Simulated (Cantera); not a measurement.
Feed: 1 mol MgCO3, 0.93 mol O2, 0.85 mol CO2, 0.14 mol SO3, 0.02 mol H2S, at 0.133 bar.

Method: chemical equilibrium by Gibbs-energy minimisation in Cantera with the NASA 1993 tables (ideal gas, pure condensed phases). Candidate condensed phases: C, C6H6, C7H8, C8H18, H2O, H2SO4, Mg, MgCO3, MgO, Mg(OH)2, MgS, MgSO4, S; 130 gas species. Mutual solubility and eutectic melting of coexisting phases are not modelled. Rates play no part.

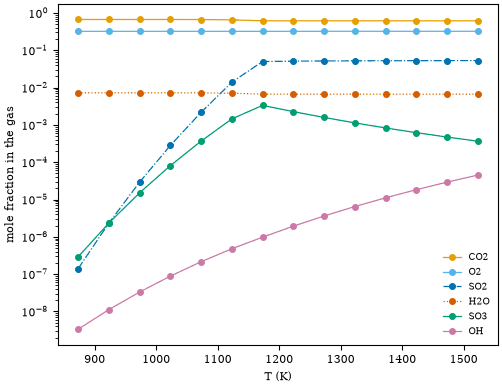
Equilibrium gas composition (values under 1e-9 drawn at 1e-9)

Question: Read off the mole fractions at 1273 K.

Answer: CO2 about 0.62, O2 about 0.32, SO2 about 0.052, H2O about 0.0067, SO3 about 0.0016, OH about 3.6e-6.
